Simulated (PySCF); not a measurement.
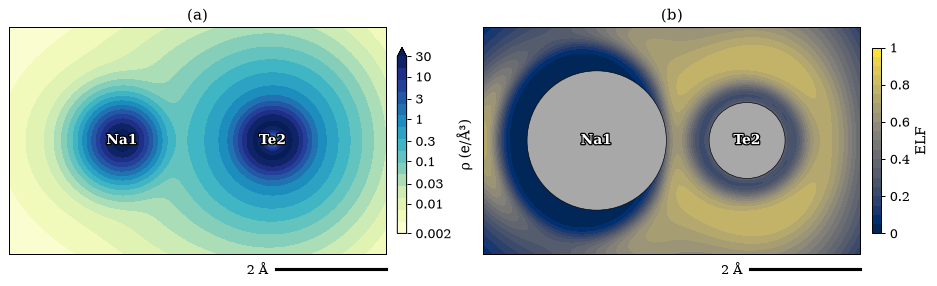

The picture shows: NaTe (charge −1). (a) electron density; (b) ELF on a plane that holds the molecular axis. Grey discs cover the atomic cores in the ELF map.

Core potentials replace the inner electrons of Te.

Computed with PBE0/def2-SVPD, non-relativistic Hamiltonian with scalar-relativistic core potentials where named, at a bond length of 2.732 Å (PySCF).

```yaml
atoms:
  - { symbol: Na, position_ang: [0.0000, 0.0000, -2.3212] }
  - { symbol: Te, position_ang: [0.0000, 0.0000, 0.4108] }
```

Q: Interpret the plot.

A: The section cuts through Na and Te sites.
Na–Te (2.73 Å): ρ is about 0.25 e/Å³ halfway; the ELF peaks at about 0.65 in the valence shell of Te, 1.3 Å from its nucleus, and drops to about 0.25 between the two atoms.
